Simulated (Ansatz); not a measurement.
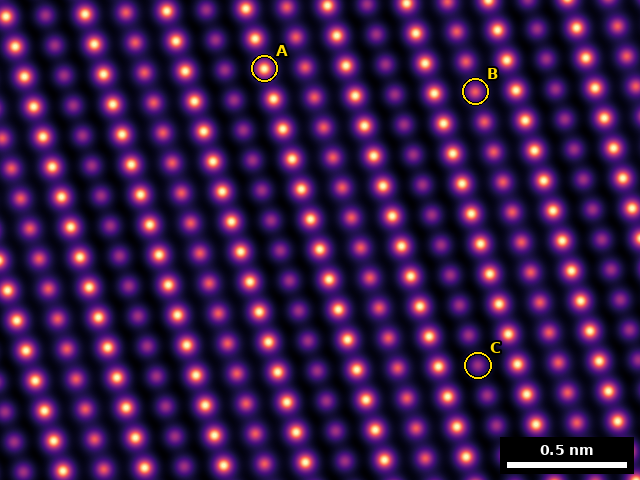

Map of the projected electrostatic potential of Au$_{2}$BrCl (R-3m, No. 166) along [310]. Computed as the sum of neutral-atom potentials (tabulated electron scattering factors, B = 0.5 Å²) projected along the beam and smoothed by 0.25 Å; brighter is more positive. The display is stretched by a gamma of 0.7; percentages refer to the linear signal. Structure: coordinates from a relaxation with Ansatz 0.2.0, DFT PBE, scalar-relativistic, plane waves, PAW; the starting structure was generated, so it need not be a known form of this composition.

```cif
data_structure
_symmetry_space_group_name_H-M 'R-3m:H'
_symmetry_Int_Tables_number 166
_cell_length_a 4.0418
_cell_length_b 4.0418
_cell_length_c 19.5817
_cell_angle_alpha 90.000
_cell_angle_beta 90.000
_cell_angle_gamma 120.000
_cell_volume 277.03
loop_
_atom_site_label
_atom_site_type_symbol
_atom_site_symmetry_multiplicity
_atom_site_Wyckoff_symbol
_atom_site_fract_x
_atom_site_fract_y
_atom_site_fract_z
_atom_site_occupancy
Au1 Au 6 c 0.00000 0.00000 0.25144 1
Br1 Br 3 b 0.33333 0.66667 0.16667 1
Cl1 Cl 3 a 0.00000 0.00000 0.00000 1
```

### Assign the marked columns.

A: Au (1 Au per 10.69 Å along the beam; the brightest kind). B: Br (1 Br per 10.69 Å along the beam; about 55 % of the brightest peak). C: Cl (1 Cl per 10.69 Å along the beam; about 30 % of the brightest peak). Brightness is counted from the darkest point of the image.
